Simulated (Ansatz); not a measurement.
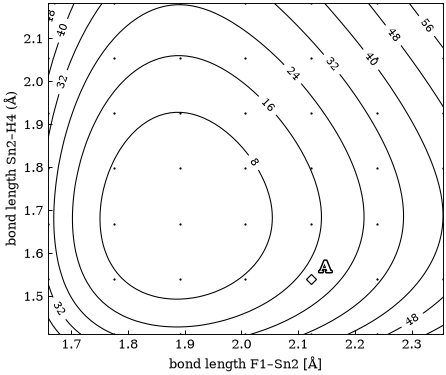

ClFHSn, SMILES [F][SnH+][Cl], charge +1. First axis: bond length F1–Sn2. Second axis: bond length Sn2–H4. Nothing is relaxed (all other coordinates rigid). The scan uses a 7 × 7 grid. All energies are given in kcal/mol relative to the relaxed molecule at the same level. Theory: RKS wB97M-V/def2-SVP (Ansatz).

Drawn: contour lines labelled in kcal/mol, dots at the grid points, the point A. Between grid points the surface is interpolated.

Which way does the force act at A, and how strong is it?

Answer. A, at bond length F1–Sn2 = 2.123 Å, bond length Sn2–H4 = 1.539 Å, is not a stationary point. The computed force is 99 kcal/mol for each Å towards smaller values of bond length F1–Sn2 and 67 kcal/mol for each Å towards larger values of bond length Sn2–H4.
